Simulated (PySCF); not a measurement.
SMILES CCCC[OH2+] (charge +1) at its GFN2-xTB optimised geometry (Å):

```
16

C      0.2547    -1.3716     0.0000
C     -0.2893     0.0512     0.0000
C      0.2876     0.9200     1.1273
C     -0.1357     0.3967     2.4835
O      0.3276     1.2723     3.5919
H     -0.0771    -1.8852    -0.8971
H     -0.1000    -1.9421     0.8543
H      1.3419    -1.3716     0.0000
H     -0.0347     0.5273    -0.9467
H     -1.3768     0.0318     0.0767
H      1.3768     0.9212     1.0444
H     -0.0757     1.9421     0.9943
H      0.2864    -0.5859     2.6936
H     -1.2215     0.3499     2.5786
H      1.3085     1.3202     3.5815
H     -0.0500     2.1720     3.4776
```

Level of theory: PBE0/def2-TZVP (PySCF). Cells within 0.4 Å of a nucleus heavier than hydrogen are left out (blank, or x).

Map of the Laplacian of the electron density (e/bohr⁵), clipped to [-1.50, 1.50] on the plane z = 0.0 Å:

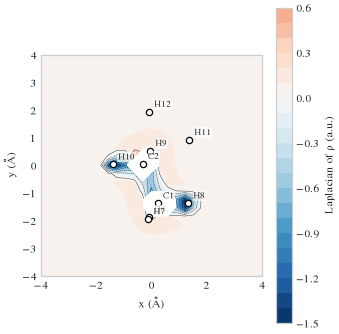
Laplacian of the electron density (e/bohr⁵), clipped to [-1.50, 1.50] on the plane z = 0.0 Å.
